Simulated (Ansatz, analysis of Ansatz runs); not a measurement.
# Interstitial H in fcc Al, hop from a tetrahedral to the next octahedral site: migration barrier, PBE-D3(BJ), part 2 of 2

Aim: the migration barrier of interstitial H in fcc Al, hop from a tetrahedral to the next octahedral site, to be set beside the measurement. Set-up: PBE-D3(BJ), 32-site cell, PBE-D3(BJ) lattice, 420 eV, k: 3x3x3 Gamma-centred. The model is a cell of 32 host atoms with 1 H put in. The barrier is the energy of the highest image of a climbing band over the relaxed site that the atom leaves.

Ansatz 0.2.0; PBE-D3(BJ), 32-site cell, PBE-D3(BJ) lattice, 420 eV, k: 3x3x3 Gamma-centred.

So far: Starting point; Relaxation, charge 0.

### Step 3. Nudged elastic band

A band of images joins the two ends; its highest image climbs to the saddle, whose energy over the site left is the barrier.

This step: plane-wave PAW DFT, PBE-D3(BJ); nudged elastic band between two relaxed defect structures at fixed charge.

neb/input.yaml reads:

```yaml
crystal:
  lattice:
    - [7.96731447, 0.0, 0.0]
    - [0.0, 7.96731447, 0.0]
    - [0.0, 0.0, 7.96731447]
  atoms:
    - { symbol: Al, position: [0.00018317, 0.00018317, 0.00018317] }
    - { symbol: Al, position: [0.000920668, 0.25051512, 0.25051512] }
    - { symbol: Al, position: [0.25051512, 0.000920668, 0.25051512] }
    - { symbol: Al, position: [0.25051512, 0.25051512, 0.000920668] }
    - { symbol: Al, position: [-0.002139568, -0.002139568, 0.500504088] }
    - { symbol: Al, position: [-0.002139568, 0.249495912, 0.752139568] }
    - { symbol: Al, position: [0.249495912, -0.002139568, 0.752139568] }
    - { symbol: Al, position: [0.241201381, 0.241201381, 0.508798619] }
    - { symbol: Al, position: [-0.002139568, 0.500504088, -0.002139568] }
    - { symbol: Al, position: [-0.002139568, 0.752139568, 0.249495912] }
    - { symbol: Al, position: [0.241201381, 0.508798619, 0.241201381] }
    - { symbol: Al, position: [0.249495912, 0.752139568, -0.002139568] }
    - { symbol: Al, position: [0.000920668, 0.49948488, 0.49948488] }
    - { symbol: Al, position: [0.00018317, 0.74981683, 0.74981683] }
    - { symbol: Al, position: [0.25051512, 0.49948488, 0.749079332] }
    - { symbol: Al, position: [0.25051512, 0.749079332, 0.49948488] }
    - { symbol: Al, position: [0.500504088, -0.002139568, -0.002139568] }
    - { symbol: Al, position: [0.508798619, 0.241201381, 0.241201381] }
    - { symbol: Al, position: [0.752139568, -0.002139568, 0.249495912] }
    - { symbol: Al, position: [0.752139568, 0.249495912, -0.002139568] }
    - { symbol: Al, position: [0.49948488, 0.000920668, 0.49948488] }
    - { symbol: Al, position: [0.49948488, 0.25051512, 0.749079332] }
    - { symbol: Al, position: [0.74981683, 0.00018317, 0.74981683] }
    - { symbol: Al, position: [0.749079332, 0.25051512, 0.49948488] }
    - { symbol: Al, position: [0.49948488, 0.49948488, 0.000920668] }
    - { symbol: Al, position: [0.49948488, 0.749079332, 0.25051512] }
    - { symbol: Al, position: [0.749079332, 0.49948488, 0.25051512] }
    - { symbol: Al, position: [0.74981683, 0.74981683, 0.00018317] }
    - { symbol: Al, position: [0.508798619, 0.508798619, 0.508798619] }
    - { symbol: Al, position: [0.500504088, 0.752139568, 0.752139568] }
    - { symbol: Al, position: [0.752139568, 0.500504088, 0.752139568] }
    - { symbol: Al, position: [0.752139568, 0.752139568, 0.500504088] }
    - { symbol: H, position: [0.375, 0.375, 0.375] }
basis:
  ecutwfc: 420
  xc_grid: 2
hamiltonian:
  xc: pbe
  dispersion: d3bj
kpoints:
  mp_grid: { grid: [3, 3, 3] }
scf:
  occupations: { method: methfessel_paxton, width: 0.1 }
  max_iter: 120
output:
  forces: true
neb:
  images: 3
  f_tol: 0.04
  climbing: true
  initial_path: idpp
  max_iterations: 45
  order_check: false
  final_atoms:
    - { symbol: Al, position: [0.000117905, 0.000117905, 0.000117905] }
    - { symbol: Al, position: [-0.005686896, 0.250123451, 0.250123451] }
    - { symbol: Al, position: [0.250123451, -0.005686896, 0.250123451] }
    - { symbol: Al, position: [0.250123451, 0.250123451, -0.005686896] }
[... 3 atom lines left out ...]
    - { symbol: Al, position: [0.250123451, 0.250123451, 0.505933798] }
[... 2 atom lines left out ...]
    - { symbol: Al, position: [0.250123451, 0.505933798, 0.250123451] }
[... 1 atom line left out ...]
    - { symbol: Al, position: [0.000117905, 0.500128997, 0.500128997] }
[... 4 atom lines left out ...]
    - { symbol: Al, position: [0.505933798, 0.250123451, 0.250123451] }
[... 2 atom lines left out ...]
    - { symbol: Al, position: [0.500128997, 0.000117905, 0.500128997] }
[... 3 atom lines left out ...]
    - { symbol: Al, position: [0.500128997, 0.500128997, 0.000117905] }
[... 1 atom line left out ...]
    - { symbol: Al, position: [0.750123451, 0.501105515, 0.250123451] }
[... 1 atom line left out ...]
    - { symbol: Al, position: [0.500128997, 0.500128997, 0.500128997] }
[... 3 atom lines left out ...]
    - { symbol: H, position: [0.250123451, 0.250123451, 0.250123451] }
```

The run is started by

```sh
ansatz run input.yaml --threads 4 --pin off --max-ram 14131MiB --backend cpu --events-out ev --progress --plain --runs-dir out
```

Numbers of over 12 decimals in the logs are rounded to 6 here.

Output:

```text
[...]
Warning: neb: disabling space-group detection — the band's intermediate images generally break the endpoint symmetry, so no spatial operation reduces the k-mesh or symmetrises the density, except that a semilocal band can use its path's symmetry ahead of [...]
[...]
parallel-image band execution: 3 concurrent image workers
NEB image 0
Crystal: 33 atoms, lattice volume = 505.750 Å³
Basis set: ecut = 420 eV, 9843 PW (Γ), exchange–correlation on 108×108×108 points (8 copies of the dense FFT grid, shifted against one another)
Bands: 82, of which v1, the nominal top of the filled ones, is band 49 counted from 1 (48 counted from 0)
Symmetry: 1 space group operations
k-points: 14 of 27 (time reversal used)
[...]
SCF iter   1: F=—  HF=-17227.023995 eV  |F-HF|=—  |Δ(HF+E_count)|=         —  Δρ=1.03e-3  dr2=7.28e-3  ethr=1.77e-3  ⟨swp⟩=7.7  Hψ=5755  notcnv=0  defer=12
[...]
SCF iter   6: F=-17227.024452 eV  HF=-17227.024452 eV  |F-HF|=9.21e-9  |Δ(HF+E_count)|=   7.60e-9  S|Δr|=    0.00e0  Δρ=1.69e-6  dr2=2.05e-8  ethr=1.03e-10  ⟨swp⟩=3.8  Hψ=2623  notcnv=0
SCF 1 converged in 6 iterations: F = -17227.024452 eV  dr2 = 2.05e-8
[...]
NSCF: frozen V_eff on 14 k-points
NEB image 4
SCF iter   1: F=—  HF=-17226.975239 eV  |F-HF|=—  |Δ(HF+E_count)|=         —  Δρ=1.05e-3  dr2=8.39e-3  ethr=1.77e-3  ⟨swp⟩=6.9  Hψ=5762  notcnv=0  defer=16
[...]
SCF iter   6: F=-17226.975250 eV  HF=-17226.975250 eV  |F-HF|=1.58e-8  |Δ(HF+E_count)|=   6.35e-8  S|Δr|=    0.00e0  Δρ=1.82e-6  dr2=2.77e-8  ethr=1.03e-10  ⟨swp⟩=4.0  Hψ=2722  notcnv=0
SCF 2 converged in 6 iterations: F = -17226.975250 eV  dr2 = 2.77e-8
[...]
NEB end point (image 0): max|allowed force component| = 7.298e-3 eV/Å (the criterion of neb.relax_end_points is 1.000e-2)
NEB end point (image 4): max|allowed force component| = 1.837e-2 eV/Å (the criterion of neb.relax_end_points is 1.000e-2)
NEB image 1
SCF iter   1: F=—  HF=-17226.846141 eV  |F-HF|=—  |Δ(HF+E_count)|=         —  Δρ=1.07e-3  dr2=7.52e-3  ethr=1.77e-3  ⟨swp⟩=8.0  Hψ=5781  notcnv=0  defer=14
[...]
SCF iter   6: F=-17226.846018 eV  HF=-17226.846018 eV  |F-HF|=4.76e-8  |Δ(HF+E_count)|=   2.14e-8  S|Δr|=    0.00e0  Δρ=2.09e-6  dr2=6.37e-8  ethr=1.03e-10  ⟨swp⟩=4.0  Hψ=2708  notcnv=0
SCF 3 converged in 6 iterations: F = -17226.846018 eV  dr2 = 6.37e-8
NEB image 2
SCF iter   1: F=—  HF=-17226.747004 eV  |F-HF|=—  |Δ(HF+E_count)|=         —  Δρ=1.07e-3  dr2=8.67e-3  ethr=1.77e-3  ⟨swp⟩=8.4  Hψ=5838  notcnv=0  defer=17
[...]
SCF iter   6: F=-17226.746587 eV  HF=-17226.746587 eV  |F-HF|=4.94e-8  |Δ(HF+E_count)|=   8.71e-9  S|Δr|=    0.00e0  Δρ=1.78e-6  dr2=6.04e-8  ethr=1.03e-10  ⟨swp⟩=4.0  Hψ=2701  notcnv=0
SCF 4 converged in 6 iterations: F = -17226.746587 eV  dr2 = 6.04e-8
NEB image 3
SCF iter   1: F=—  HF=-17226.878154 eV  |F-HF|=—  |Δ(HF+E_count)|=         —  Δρ=1.06e-3  dr2=7.81e-3  ethr=1.77e-3  ⟨swp⟩=7.9  Hψ=5751  notcnv=0  defer=23
[...]
SCF iter   6: F=-17226.878043 eV  HF=-17226.878043 eV  |F-HF|=3.31e-9  |Δ(HF+E_count)|=   6.02e-8  S|Δr|=    0.00e0  Δρ=1.06e-6  dr2=7.33e-9  ethr=1.03e-10  ⟨swp⟩=3.9  Hψ=2669  notcnv=0
SCF 5 converged in 6 iterations: F = -17226.878043 eV  dr2 = 7.33e-9
NEB iter   1: max|band force component| = 5.871e-1 eV/Å  barrier→ = 0.2779 eV  barrier← = 0.2287 eV  Δτ_max = 0.0983 Å  (30 SCF iters)
NEB image 1
[...]
SCF iter   6: F=-17226.904499 eV  HF=-17226.904499 eV  |F-HF|=2.12e-8  |Δ(HF+E_count)|=   7.01e-8  S|Δr|=    0.00e0  Δρ=2.44e-6  dr2=4.18e-8  ethr=1.03e-10  ⟨swp⟩=4.0  Hψ=2849  notcnv=0
SCF 6 converged in 6 iterations: F = -17226.904499 eV  dr2 = 4.18e-8
NEB image 2
[...]
SCF iter   6: F=-17226.826017 eV  HF=-17226.826017 eV  |F-HF|=3.14e-8  |Δ(HF+E_count)|=   9.65e-8  S|Δr|=    0.00e0  Δρ=2.81e-6  dr2=5.69e-8  ethr=1.03e-10  ⟨swp⟩=4.0  Hψ=2887  notcnv=0
SCF 7 converged in 6 iterations: F = -17226.826017 eV  dr2 = 5.69e-8
NEB image 3
[...]
SCF iter   6: F=-17226.914980 eV  HF=-17226.914980 eV  |F-HF|=3.18e-8  |Δ(HF+E_count)|=   8.68e-8  S|Δr|=    0.00e0  Δρ=1.86e-6  dr2=4.21e-8  ethr=1.03e-10  ⟨swp⟩=4.0  Hψ=2834  notcnv=0
SCF 8 converged in 6 iterations: F = -17226.914980 eV  dr2 = 4.21e-8
NEB iter   2: max|band force component| = 2.297e-1 eV/Å  barrier→ = 0.1984 eV  barrier← = 0.1492 eV  CI = image 2  Δτ_max = 0.0923 Å  (18 SCF iters)
NEB image 1
[...]
SCF iter   6: F=-17226.924087 eV  HF=-17226.924087 eV  |F-HF|=7.39e-9  |Δ(HF+E_count)|=   1.63e-8  S|Δr|=    0.00e0  Δρ=1.25e-6  dr2=1.32e-8  ethr=1.03e-10  ⟨swp⟩=4.0  Hψ=2736  notcnv=0
SCF 9 converged in 6 iterations: F = -17226.924087 eV  dr2 = 1.32e-8
NEB image 2
[...]
SCF iter   6: F=-17226.836581 eV  HF=-17226.836581 eV  |F-HF|=1.08e-8  |Δ(HF+E_count)|=   2.89e-8  S|Δr|=    0.00e0  Δρ=1.50e-6  dr2=1.95e-8  ethr=1.03e-10  ⟨swp⟩=4.0  Hψ=2809  notcnv=0
SCF 10 converged in 6 iterations: F = -17226.836581 eV  dr2 = 1.95e-8
NEB image 3
[...]
SCF iter   6: F=-17226.912982 eV  HF=-17226.912982 eV  |F-HF|=1.16e-8  |Δ(HF+E_count)|=   3.14e-8  S|Δr|=    0.00e0  Δρ=1.65e-6  dr2=2.24e-8  ethr=1.03e-10  ⟨swp⟩=4.0  Hψ=2734  notcnv=0
SCF 11 converged in 6 iterations: F = -17226.912982 eV  dr2 = 2.24e-8
NEB iter   3: max|band force component| = 1.345e-1 eV/Å  barrier→ = 0.1879 eV  barrier← = 0.1387 eV  CI = image 2  Δτ_max = 0.0218 Å  (18 SCF iters)
[...]
NEB iter   4: max|band force component| = 3.401e-2 eV/Å  barrier→ = 0.1856 eV  barrier← = 0.1364 eV  CI = image 2  Δτ_max = 0.0249 Å  (15 SCF iters)
NEB image 2
[...]
SCF iter   5: F=-17226.839818 eV  HF=-17226.839818 eV  |F-HF|=1.19e-8  |Δ(HF+E_count)|=   1.22e-7  S|Δr|=    0.00e0  Δρ=3.05e-6  dr2=4.35e-8  ethr=1.03e-10  ⟨swp⟩=4.6  Hψ=2887  notcnv=0
SCF 15 converged in 5 iterations: F = -17226.839818 eV  dr2 = 4.35e-8
NEB image 1
[...]
NEB image 3
[...]
NEB image 2
[...]
NEB iter   5: max|band force component| = 3.150e-2 eV/Å  barrier→ = 0.1846 eV  barrier← = 0.1354 eV  CI = image 2  Δτ_max = 0.0000 Å  (5 SCF iters)
SCF converged after 5 iterations
[...]
Free energy (F): -17226.839818 eV
[...]
Internal energy: -17226.850181 eV  (E = F + TS)
E sigma→0 (E₀):  -17226.842409 eV
Entropy (-TS):   0.010363 eV (0.314 meV/atom)
Fermi energy:    8.252507 eV
[...]
--- Forces (eV/Å), atoms counted from 1 ---
  atom   1  Al     0.00003794    -0.00235526    -0.00287525
  atom   2  Al     0.00055825    -0.00500987    -0.00231267
  atom   3  Al     0.00210659     0.01026336     0.00355328
  atom   4  Al    -0.00078101    -0.00197901     0.00199154
  [... 3 atoms left out ...]
  atom   8  Al     0.00162737    -0.00989181    -0.00329512
  [... 2 atoms left out ...]
  atom  11  Al    -0.00269824     0.00990241    -0.00756138
  [... 1 atom left out ...]
  atom  13  Al    -0.00500793     0.00412301     0.00489051
  [... 4 atoms left out ...]
  atom  18  Al     0.00162012    -0.01137575    -0.00343928
  [... 2 atoms left out ...]
  atom  21  Al    -0.00224902     0.00557670    -0.00210623
  [... 3 atoms left out ...]
  atom  25  Al     0.00147972     0.00121628    -0.00204329
  [... 3 atoms left out ...]
  atom  29  Al     0.00532787     0.00369430     0.00593037
  [... 3 atoms left out ...]
  atom  33  H     -0.00792203    -0.00600132     0.00320054
  max |Σ_I F_I| component: 3.19e-5 eV/Å
--- Band table (eV; the first three rows and the last of 14) ---
[...]
[... further k-points left out ...]
this run last wrote the band of iteration 5 to <dir>; this run last wrote the band within `neb.f_tol` of iteration 4 to <dir>
--- NEB band (5 images, 5 band iterations, 86 SCF iterations) ---
  forward barrier  = 0.184634 eV
  backward barrier = 0.135432 eV
  lagrangian_above_aufbau_ev (what the smearing adds, to first order; not taken off the barriers): saddle image +0.009253 eV, end points +0.007528 and +0.007730 eV
  climbing image's point = of an order that was not read
  energies are F+E_penalty+E_count in eV, relative to image 0
  image     s (Å)  Δ vs image 0  max|band force component| (eV/Å)
      0    0.0000      0.000000                                 —
      1    0.4091      0.098305                          3.150e-2
  *   2    0.8211      0.184634                          1.191e-2
      3    1.2877      0.110977                          2.196e-2
      4    1.7564      0.049202                                 —
  climbing-image geometry (image 2):
  cell:  # Å, volume = 505.7500 Å³
    - [7.96731447, 0.0, 0.0]
    - [0.0, 7.96731447, 0.0]
    - [0.0, 0.0, 7.96731447]
  atoms:
    - { symbol: Al, position: [-0.000342, -0.000293, -0.000290] }
    - { symbol: Al, position: [-0.000594, 0.250678, 0.250636] }
    - { symbol: Al, position: [0.250530, -0.000885, 0.250535] }
    - { symbol: Al, position: [0.250566, 0.250614, -0.000692] }
    - { symbol: Al, position: [-0.000733, -0.000774, 0.501343] }
    - { symbol: Al, position: [-0.002676, 0.250071, 0.753111] }
    - { symbol: Al, position: [0.250079, -0.002514, 0.753068] }
    - { symbol: Al, position: [0.243412, 0.243582, 0.515175] }
    - { symbol: Al, position: [-0.000801, 0.501386, -0.000817] }
    - { symbol: Al, position: [-0.002693, 0.753070, 0.250049] }
    - { symbol: Al, position: [0.243431, 0.515010, 0.243516] }
    - { symbol: Al, position: [0.250063, 0.753027, -0.002559] }
    - { symbol: Al, position: [-0.000853, 0.499204, 0.499187] }
    - { symbol: Al, position: [-0.000975, 0.749346, 0.749333] }
    - { symbol: Al, position: [0.249308, 0.500484, 0.748835] }
    - { symbol: Al, position: [0.249293, 0.748790, 0.500494] }
    - { symbol: Al, position: [0.501327, -0.000660, -0.000640] }
    - { symbol: Al, position: [0.515141, 0.243634, 0.243507] }
    - { symbol: Al, position: [0.753086, -0.002378, 0.250082] }
    - { symbol: Al, position: [0.753097, 0.250093, -0.002421] }
    - { symbol: Al, position: [0.499316, -0.001076, 0.499327] }
    - { symbol: Al, position: [0.500546, 0.249266, 0.748892] }
    - { symbol: Al, position: [0.749375, -0.001029, 0.749419] }
    - { symbol: Al, position: [0.748815, 0.249255, 0.500487] }
    - { symbol: Al, position: [0.499268, 0.499298, -0.000940] }
    - { symbol: Al, position: [0.500568, 0.748876, 0.249245] }
    - { symbol: Al, position: [0.748841, 0.500503, 0.249250] }
    - { symbol: Al, position: [0.749356, 0.749415, -0.001040] }
    - { symbol: Al, position: [0.501747, 0.501800, 0.501737] }
    - { symbol: Al, position: [0.500331, 0.749901, 0.749927] }
    - { symbol: Al, position: [0.749923, 0.500355, 0.749823] }
    - { symbol: Al, position: [0.749941, 0.749819, 0.500361] }
    - { symbol: H, position: [0.316843, 0.316669, 0.316599] }
```

Elapsed: 3.5 min, on 4 threads of Arm Neoverse V2, shared host; peak memory 2.6 GiB; 11 min of CPU time.

In the SCF lines HF is the Harris–Foulkes energy and dr2 the Hartree energy of the density residual, in eV; the loop may stop once dr2 is under the threshold and the program's other checks hold. Hψ counts applications of the Hamiltonian.

The path, image by image:

```
image  path (Å)  energy (eV)     H33: x, y, z (Å)
    0     0.000       0.0000  2.988, 2.988, 2.988
    1     0.409       0.0983  2.750, 2.767, 2.766
    2     0.821       0.1846  2.524, 2.523, 2.522
    3     1.288       0.1110  2.244, 2.269, 2.265
    4     1.756       0.0492  1.993, 1.993, 1.993
```

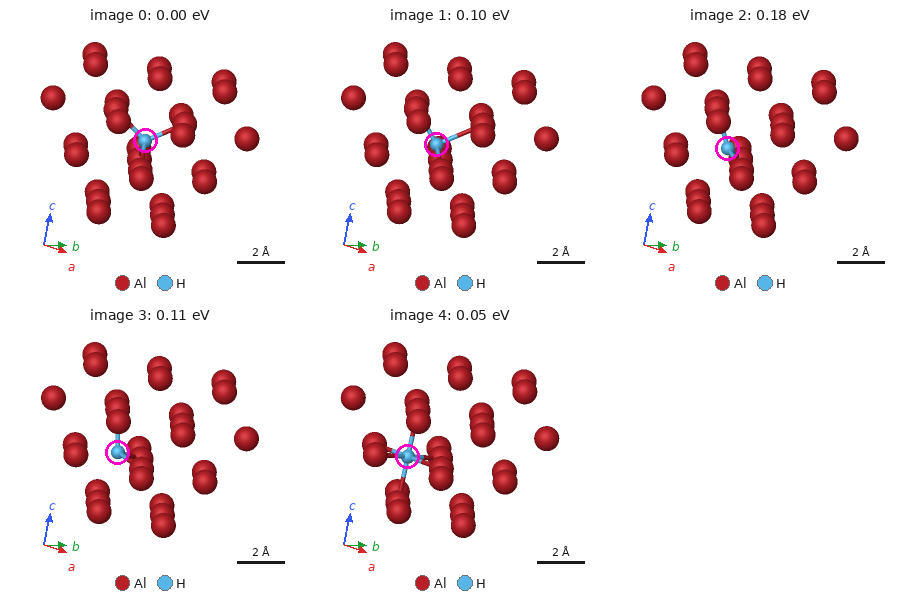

Images along the path; H33 is ringed.

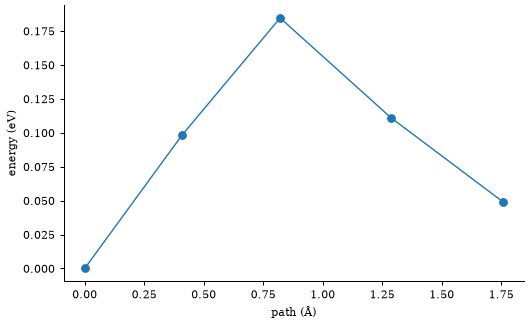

Energy along the path.

Read from the output:

```
free energy      : -17226.8398 eV
smearing term TS : -0.01036 eV
barrier forward  : 0.1846 eV
barrier backward : 0.1354 eV
```

### Step 4. Results

```
migration barrier (saddle less minimum) : 0.18 eV
energy difference of the two ends       : 0.05 eV
length of the hop                       : 1.72 Å
time of the whole chain                 : 3.8 min on 4 threads
```

Migration barrier: computed 0.18 eV, measured 0.452 eV; 0.27 eV below the measurement. The measured number is an Arrhenius activation energy of long-range diffusion; for H it holds zero-point energy, and trapping at vacancies and dislocations can raise it. One hop between neighbouring sites is computed at the host's lattice. Limits: the periodic copies of the defect are only 8.0 Å apart.

[Logs are printed without paths, hosts, clocks, repeated set-up lines and the standing remarks that a program may print on its own settings, such as how far it seeks lower states.]

[Hosts, paths, dates, database ids (printed as entryN), source tags and the programs' standing remarks are cut or masked in the printed files.]

[For some hosts the program warned that the k-mesh of the response run may be too coarse for force constants and the static dielectric constant; such warnings are not shown here.]
